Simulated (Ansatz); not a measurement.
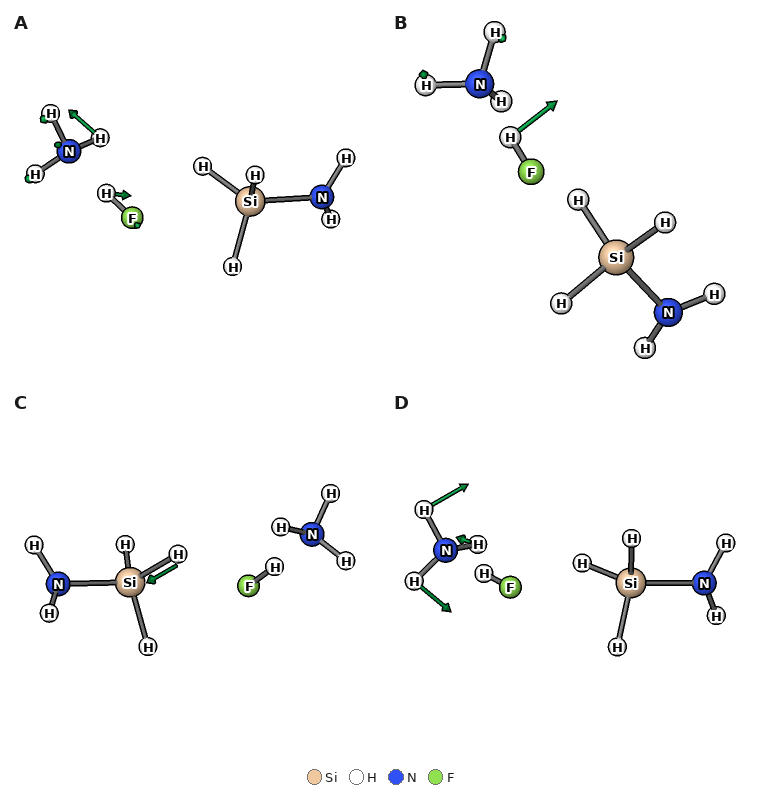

4 normal modes of one molecule or complex, as arrows. Harmonic vibrations computed with RKS PBE0-D4/def2-TZVP (Ansatz 0.2.0) at a stationary point of the same level.

> Match the panels to the wavenumbers 309 cm⁻¹, 1060 cm⁻¹, 1657 cm⁻¹, 2140 cm⁻¹.

A: 309 cm⁻¹
B: 1060 cm⁻¹
C: 2140 cm⁻¹, Si–H stretching
D: 1657 cm⁻¹, H–N–H bending
